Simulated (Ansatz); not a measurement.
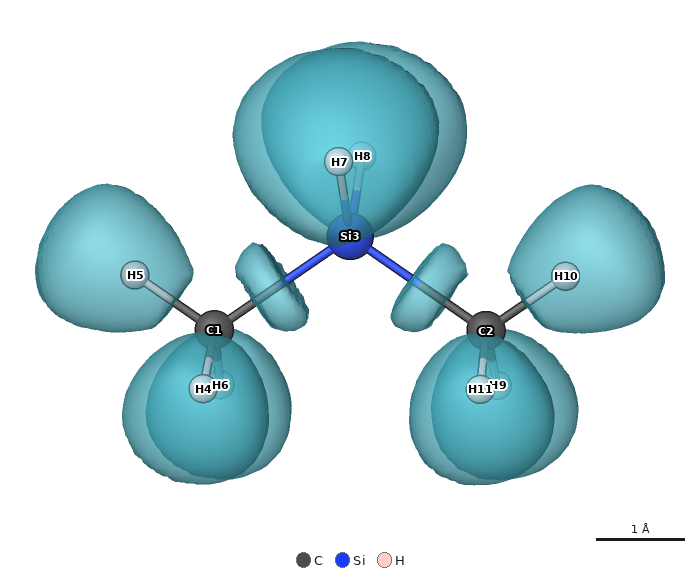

Figure 1: C₂H₈Si (SMILES C[SiH2]C). Isosurface of the ELF at 0.85 (cyan), seen at a tilt. Only the valence region is drawn (cores and ρ < 0.01 e/Å³ removed).

Geometry: B3LYP-D3(BJ)/def2-SVP.

Theory: isolated molecule in a Gaussian basis; Kohn-Sham density functional theory, functional PBE0 in Ansatz.

```yaml
atoms:
  - { symbol: C, position_ang: [0.0212, -2.6698, -1.0053] }
  - { symbol: C, position_ang: [-0.2964, -1.2195, 1.7292] }
  - { symbol: Si, position_ang: [0.8974, -2.1061, 0.5678] }
  - { symbol: H, position_ang: [-0.4054, -1.8096, -1.5466] }
  - { symbol: H, position_ang: [0.7164, -3.1874, -1.6854] }
  - { symbol: H, position_ang: [-0.8018, -3.3638, -0.7689] }
  - { symbol: H, position_ang: [2.0233, -1.1879, 0.2116] }
  - { symbol: H, position_ang: [1.4855, -3.2918, 1.2649] }
  - { symbol: H, position_ang: [-1.1263, -1.8837, 2.0208] }
  - { symbol: H, position_ang: [0.2130, -0.8896, 2.6487] }
  - { symbol: H, position_ang: [-0.7288, -0.3298, 1.2431] }
```

**Identify the bonds, lone pairs and shells in this picture.**

At this value the surface marks out two regions between bonded C–Si atoms (shared pairs) and eight regions around hydrogen nuclei. Profiles from the grid: C–Si (1.89 Å): the ELF peaks at about 0.95 between the atoms; a covalent bond. C–H (1.10 Å): the ELF climbs to about 1 towards the hydrogen, as it does in any bond to H: an ordinary covalent bond to hydrogen.
